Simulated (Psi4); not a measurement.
**UHF/3-21G run of Si2H4Cl (SMILES [SiH2][SiH2]Cl)**

Aim: the vertical electron affinity of Si2H4Cl at UHF/3-21G, from 2 runs. 

Program for the calculation: Psi4 1.11.

1 further run of the same task is left out (set aside as unsound or not needed).

## Step 1: The molecule

Si2H4Cl has 7 atoms, charge 0, and is taken as a doublet. SMILES: `[SiH2][SiH2]Cl`. Geometry: relaxed at PBE0-D4/def2-TZVP. This is one conformer, not always the lowest.

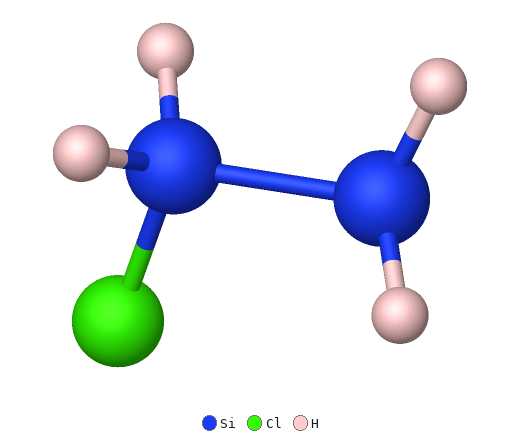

The structure, seen from a chosen angle (silicon blue, chlorine green, hydrogen pink).

## Step 2: Energy and forces at UHF/3-21G

File job.in:

```
memory 1600 mb

molecule m {
  0 2
  Si
  Si 1 2.323836
  Cl 2 2.062169 1 108.19449
  H 1 1.487152 2 113.92807 3 -58.91157
  H 1 1.488943 4 110.68864 2 129.38368
  H 2 1.484083 3 108.39122 1 119.45186
  H 2 1.48611 6 108.91163 3 -116.14644
  units angstrom
  symmetry c1
  no_reorient
  no_com
}

set {
  reference uhf
  puream true
  e_convergence 1e-09
  d_convergence 1e-08
  scf_type pk
  maxiter 200
}

E = gradient("hf/3-21G")
```

Command:

```console
$ psi4 -n 1 job.in job.out
```

job.out:

```text
[...]
  Running in c1 symmetry.
[...]
  Nuclear repulsion =  181.627489336329177
[...]
  Multiplicity = 2
[...]
  Nalpha       = 25
  Nbeta        = 24
[...]
    Number of basis functions: 47
[...]
   @UHF iter   1: -1034.37499855674218   -5.17716e-01   3.32950e-03 DIIS/ADIIS
[...]
   @UHF iter  13: -1034.40260342488796   -7.50333e-12   8.76730e-09 DIIS
[...]
   @S^2 Observed:                7.579856596E-01
[...]
    Orbital Energies [Eh]
    ---------------------
    Alpha Occupied:
       1A   -104.096671     2A    -68.349058     3A    -68.309341
       4A    -10.492581     5A     -7.955850     6A     -7.951832
       7A     -7.951762     8A     -6.164658     9A     -6.126587
      10A     -4.260948    11A     -4.258922    12A     -4.258407
      13A     -4.227477    14A     -4.219771    15A     -4.219289
      16A     -1.108822    17A     -0.787998    18A     -0.698426
      19A     -0.546742    20A     -0.530912    21A     -0.498113
      22A     -0.496567    23A     -0.450829    24A     -0.422396
      25A     -0.342483
    Alpha Virtual:
[...]
  @UHF Final Energy: -1034.40260342488796
   => Energetics <=
    Nuclear Repulsion Energy =            181.6274893363291767
    One-Electron Energy =               -1795.0790337809125958
    Two-Electron Energy =                 579.0489410196954623
    Total Energy =                      -1034.4026034248877295
  UHF NO Occupations:
  HONO-2 :   23  A 1.9989882
  HONO-1 :   24  A 1.9981172
[...]
 Multipole Moments:
 ------------------------------------------------------------------------------------
     Multipole            Electronic (a.u.)      Nuclear  (a.u.)        Total (a.u.)
 ------------------------------------------------------------------------------------
 L = 1.  Multiply by 2.5417464519 to convert [e a0] to [Debye]
 Dipole X            :         -0.9214519            0.8740137           -0.0474382
 Dipole Y            :         -4.6801604            5.6578627            0.9777023
 Dipole Z            :          3.1426907           -3.6423652           -0.4996744
 Magnitude           :                                                    1.0990117
[...]
  -Total Gradient:
     Atom            X                  Y                   Z
    ------   -----------------  -----------------  -----------------
       1       -0.000778853508    -0.000442313820     0.010903815510
       2       -0.000411031745    -0.046860570012     0.005181151723
       3        0.000314770312     0.045161201386    -0.015621942702
       4        0.000532497869    -0.000023766054    -0.000866007963
       5        0.000212971295     0.000206329829    -0.001191760771
       6       -0.001242845913     0.001196306042     0.000437829076
       7        0.001372491689     0.000762812636     0.001156915116
[...]
```

Wall time 1.5 s (1 thread of AMD EPYC 9R45 (Zen 5), shared host); peak memory 0.19 GiB.

## Step 3: The singlet anion

File job.in:

```
memory 1600 mb

molecule system {
  -1 1
  Si    -1.304600     0.197100    -0.490100
  Si     0.776300    -0.077600     0.507200
  Cl     0.893700    -2.004700     1.231800
  H     -1.568700    -0.750400    -1.605500
  H     -1.580900     1.597700    -0.913100
  H      0.925300     0.861100     1.647000
  H      1.920200     0.108800    -0.423000
  units angstrom
  symmetry c1
  no_reorient
  no_com
}

set {
  basis         3-21G
  reference     rhf
  puream        true
  e_convergence 1e-09
  d_convergence 1e-08
  scf_type      pk
}

result, w = gradient("hf", return_wfn=True)
```

Command:

```console
$ psi4 job.in job.out -n 1
```

job.out:

```text
[...]
  Running in c1 symmetry.
[...]
  Nuclear repulsion =  181.627482998267340
[...]
  Multiplicity = 1
[...]
  Nalpha       = 25
  Nbeta        = 25
[...]
    Number of basis functions: 47
[...]
   @RHF iter   1: -1034.36417977391307   -5.06897e-01   4.81924e-03 ADIIS/DIIS
[...]
   @RHF iter  11: -1034.41442117821157   -1.45519e-11   8.76626e-09 DIIS
[...]
    Orbital Energies [Eh]
    ---------------------
    Doubly Occupied:
       1A   -103.934865     2A    -68.161744     3A    -68.042222
       4A    -10.330833     5A     -7.794429     6A     -7.790473
       7A     -7.790326     8A     -5.975025     9A     -5.855109
      10A     -4.071082    11A     -4.069135    12A     -4.068836
      13A     -3.951269    14A     -3.950801    15A     -3.947653
      16A     -0.946362    17A     -0.574663    18A     -0.468526
      19A     -0.370460    20A     -0.362177    21A     -0.326289
      22A     -0.289360    23A     -0.272060    24A     -0.212985
      25A     -0.042507
[...]
  @RHF Final Energy: -1034.41442117821157
   => Energetics <=
    Nuclear Repulsion Energy =            181.6274829982673396
    One-Electron Energy =               -1804.8854208216032475
    Two-Electron Energy =                 588.8435166451242821
    Total Energy =                      -1034.4144211782115690
[...]
 Multipole Moments:
 ------------------------------------------------------------------------------------
     Multipole            Electronic (a.u.)      Nuclear  (a.u.)        Total (a.u.)
 ------------------------------------------------------------------------------------
 L = 1.  Multiply by 2.5417464519 to convert [e a0] to [Debye]
 Dipole X            :        -12.5799573           14.1589620            1.5790047
 Dipole Y            :         58.7854776          -57.8061553            0.9793223
 Dipole Z            :        -37.8572338           37.5779599           -0.2792739
 Magnitude           :                                                    1.8789151
[...]
  -Total Gradient:
     Atom            X                  Y                   Z
    ------   -----------------  -----------------  -----------------
       1        0.032608686506     0.008648709309    -0.031970382086
       2        0.020004465070    -0.061211790668     0.044510075723
       3       -0.010611736506     0.054428564013    -0.022939686685
       4       -0.009516605869     0.000592406964     0.012946117295
       5       -0.009205799198    -0.007982040265     0.009208422847
       6       -0.006175108096     0.000738694520    -0.003537255077
       7       -0.017103901899     0.004785456133    -0.008217292003
[...]
```

It took 1.5 s on 1 thread of AMD EPYC 9R45 (Zen 5), shared host; peak memory 0.19 GiB.

## Step 4: Results

At UHF/3-21G:

| quantity | value |
| --- | --- |
| doublet Si2H4Cl: total energy | -1034.40260 Eh |
| doublet Si2H4Cl: dipole moment | 2.79 D |
| doublet Si2H4Cl: HOMO energy (highest over α and β) | -9.32 eV |
| doublet Si2H4Cl: LUMO energy (lowest over α and β) | 0.41 eV |
| doublet Si2H4Cl: ⟨S²⟩ | 0.758 |
| doublet Si2H4Cl: largest force on an atom | 2.457 eV/Å |
| singlet anion: total energy | -1034.41442 Eh |
| singlet anion: HOMO energy | -1.16 eV |
| singlet anion: LUMO energy | 7.61 eV |
| singlet anion: HOMO–LUMO gap (to an unbound level, set by the basis) | 8.77 eV |
| singlet anion: largest force on an atom | 4.025 eV/Å |
| vertical electron affinity (to the singlet anion) | 0.322 eV |

**Reading.** At fixed nuclei the extra electron is bound by 0.32 eV (31.0 kJ/mol). The basis has no diffuse functions, so the error can be as large as this value. The largest force (doublet Si2H4Cl) is 2.46 eV/Å: the shape isn't a stationary point for this species at this level.
